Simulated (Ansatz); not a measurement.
# Twisted graphene monolayer on bilayer, 84.43° (402 atoms): taking the cell apart: runs compared

Aim: the interaction energy between the two parts of twisted graphene monolayer on bilayer, 84.43° (402 atoms) and its distance dependence.

Computed with Ansatz 0.2.0: Kohn-Sham DFT, revPBE+D3(BJ), PAW (set soft_2), plane waves.

## 1. The cell as built

The cell holds 402 atoms: 402 C. Its edges and angles: a = 20.136 Å, b = 20.136 Å, c = 20.690 Å, α = 90.0°, β = 90.0°, γ = 120.0°. It derives from C (graphene). Graphene (a = 2.46 Å) under graphene (a = 2.46 Å), monolayer on bilayer, commensurate cell of 67 unit cells a layer, twist 84.43 deg; facing planes 3.32, 3.37 Å apart as built; 14 Å of vacuum; minimised with a classical potential. Regions: layer 1, 134 atoms (134 C); layer 2, 134 atoms (134 C); layer 3, 134 atoms (134 C). Vacuum lies along c.

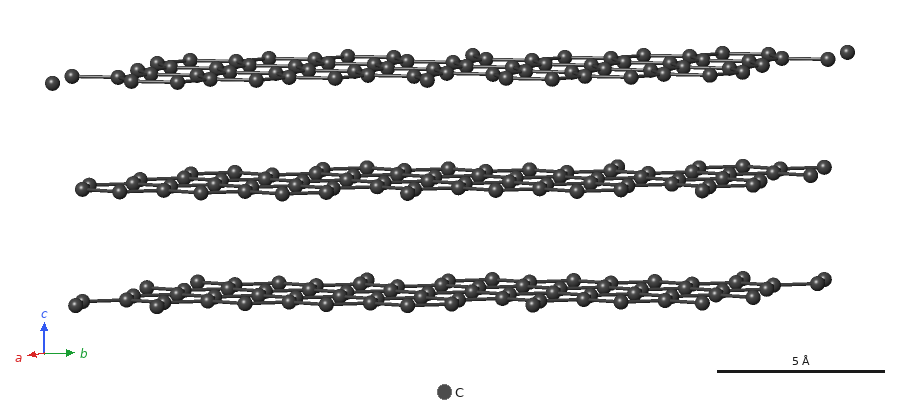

The cell as built. Drawn is a slice 9 Å thick, seen along the normal of the bc plane. Bonds to atoms that aren't drawn are left out.

## 2. The reference run

The reference is a single point at the end of the relaxation.

The parts (lower: layer 1 and layer 2 and upper: layer 3) keep their atoms where they stand in it, and shifted cells move the upper part rigidly.

Its input, with most atom lines left out:

```yaml
crystal:
  lattice:
    - [20.136, 0.0, 0.0]
    - [-10.068, 17.43829, 0.0]
    - [0.0, 0.0, 20.69]
  atoms:
    - { symbol: C, position: [0.06965, 0.64677, 0.3364] }
    - { symbol: C, position: [0.09453, 0.59204, 0.33636] }
    - { symbol: C, position: [0.0995, 0.78109, 0.3364] }
    - { symbol: C, position: [0.12438, 0.72637, 0.33636] }
    - { symbol: C, position: [0.12935, 0.91542, 0.3364] }
    - { symbol: C, position: [0.15423, 0.8607, 0.33636] }
    - { symbol: C, position: [0.1592, 0.04975, 0.3364] }
    [... atom lines 8 to 402 left out ...]
kpoints:
  mp_grid: { grid: [3, 3, 1] }
hamiltonian:
  xc: revpbe
  dispersion: d3bj
scf:
  occupations: { method: fermi_dirac, width: 0.05 }
output:
  forces: true
  populations: true
  dos:
    method: { smearing: { sigma: 0.15 } }
    de: 0.1
    projected: { site_lists: { C: [C] } }
  eigenvalues: true
  write_density: true
  write_potential: true
  volumetric_format: npy
```

- free energy per atom: -252.1474 eV/atom
- r.m.s. force component: 0.01657 eV/Å

No gap is quoted, since levels at the Fermi energy are partly filled.

## 3. The runs

Each row is one run, on 1 × NVIDIA H100 80GB HBM3 with 11 threads of AMD EPYC 7R13 (Zen 3), shared host. The free energy is the program's total, comparable only between runs with the same functional, potentials and atoms, or as a whole against its parts.

```csv
run,atoms,outcome,"ionic steps, all passes",free energy (eV),time,host memory (GiB),planned on the GPU (GiB)
Single point at the start,402,converged,-,-101363.241,15 s,2.4,-
Relaxation,402,converged,2,-101363.241,24 s,2.9,-
Single point at the relaxed geometry,402,converged,-,-101363.241,39 s,12,-
The lower part alone,268,converged,-,-67572.215,17 s,2.4,-
The upper part alone,134,converged,-,-33781.354,8 s,2.3,58
Upper part moved by +0.3 Å,402,converged,-,-101361.950,22 s,2.4,-
Upper part moved by -0.3 Å,402,converged,-,-101362.393,24 s,5.8,-
Upper part moved by +0.8 Å,402,converged,-,-101359.336,24 s,2.4,-
Upper part moved by +1.6 Å,402,converged,-,-101356.600,24 s,2.4,-
Upper part moved by +3 Å,402,converged,-,-101354.708,21 s,2.4,-
"Whole cell, LDA",402,converged,-,-97674.581,14 s,2.3,-
"Lower part, LDA",268,converged,-,-65115.610,8.6 s,2.1,-
"Upper part, LDA",134,converged,-,-32556.166,4.5 s,2.0,55
"Whole cell, r2SCAN+D4",402,converged,-,-101192.335,28 s,3.0,-
"Lower part, r2SCAN+D4",268,converged,-,-67459.365,17 s,2.8,-
"Upper part, r2SCAN+D4",134,converged,-,-33726.145,9.1 s,2.7,70
"Whole cell, PBE+D3(BJ)",402,converged,-,-100927.656,15 s,2.4,-
"Lower part, PBE+D3(BJ)",268,converged,-,-67282.826,8.9 s,2.2,-
"Upper part, PBE+D3(BJ)",134,converged,-,-33638.124,4.6 s,2.1,55
```

In some runs the program notes that it cut back its plan to fit the GPU's memory, positions were snapped to a detected symmetry, the exchange-correlation potential is rough where the density is thin and the atoms just miss a symmetry operation. Further notices: symmetry narrowed to a group.

## 4. Interaction energy

Whole cell less its two parts, each frozen at the geometry of the whole and solved in the same cell with the same functional, so that energy zeros cancel. The upper part is 'layer 3' and the lower part 'layer 1 and layer 2', so the cut is under the top layer, which needn't be the twisted interface. The nearest atoms of the two parts stand 3.38 Å apart. The face is 351.1 Å².

```csv
functional,interaction energy (eV),"of it, the added dispersion term (eV)",per area (meV/Å²),per area (J/m²),per atom of the upper part (meV)
revPBE+D3(BJ),-9.672,-14.523,-27.5,-0.44,-72.2
LDA,-2.805,-,-8.0,-0.13,-20.9
r2SCAN+D4,-6.824,-5.179,-19.4,-0.31,-50.9
PBE+D3(BJ),-6.706,-8.766,-19.1,-0.31,-50.0
```

## 5. Energy against separation

The upper part is moved rigidly along the normal from its place in the reference.

```csv
shift (Å),energy change (eV),per area (meV/Å²),share of the binding lost (%)
-0.3,0.848,2.41,-
+0.0,0.000,0.00,-
+0.3,1.291,3.68,13
+0.8,3.905,11.12,40
+1.6,6.641,18.91,69
+3.0,8.533,24.30,88
```

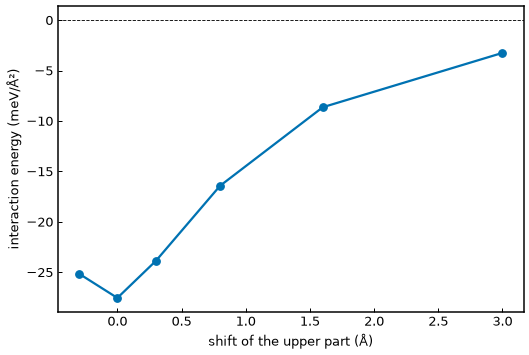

Interaction energy against the shift of the upper part; zero is the parts apart.

## 6. Levels of whole and parts

```csv
cell,level spacing (eV),"vacuum level at the upper face, over the highest filled level, or over E_F where no gap is given (eV)",moment (μB)
whole,-,4.17,no spin
lower part,-,4.15,no spin
upper part,-,4.11,no spin
```

A dash marks a cell without a clear gap, or without a flat potential in the vacuum.

## 7. Findings

The parts bind with 27.5 meV/Å² (9.67 eV for the cell) at the level revPBE+D3(BJ), the size of van der Waals binding between sheets. The added dispersion term contributes -14.523 eV, the functional itself 4.851 eV. At this one geometry the functionals range from -27.5 (revPBE+D3(BJ)) to -8.0 meV/Å² (LDA). The curvature over ±0.3 Å is 1.1×10²⁰ N/m³. At +3.0 Å, 88 % of the binding is lost; the shift also narrows the vacuum to the periodic image.

Caveats: The functionals run at their own default cutoffs. The parts are frozen, so the energy of their deformation isn't counted. No correction is made for dipoles across the vacuum, and the parts also feel their periodic images through it.

The DFT runs together took 5.4 min of wall time.

[Logs are printed without paths, hosts, clocks, repeated set-up lines and the standing remarks that a program may print on its own settings, such as how far it seeks lower states.]

[Hosts, paths, dates, database ids (printed as entryN), source tags and the programs' standing remarks are cut or masked in the printed files.]
